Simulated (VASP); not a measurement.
Band structure of LaSb. These are PBE GGA, VASP's PBE PAW potentials (set 64) (plane waves; VASP 6.6.1) values and carry that method's errors.

The cell holds a wide vacuum, so values per volume refer to the whole cell. Unless said otherwise, spin-orbit coupling is left out, though it shifts the bands of the heavy elements here.

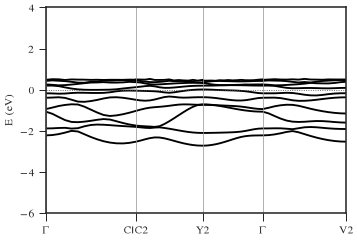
Figure. Bands along high-symmetry lines, zero at the valence-band maximum or, without a gap, the Fermi level

Question: Read the plot: is there a gap, and where are the band edges?

Answer: It has no gap at this level: it comes out as a metal or semimetal.

The cell is a sheet with vacuum, built from a generated structure.
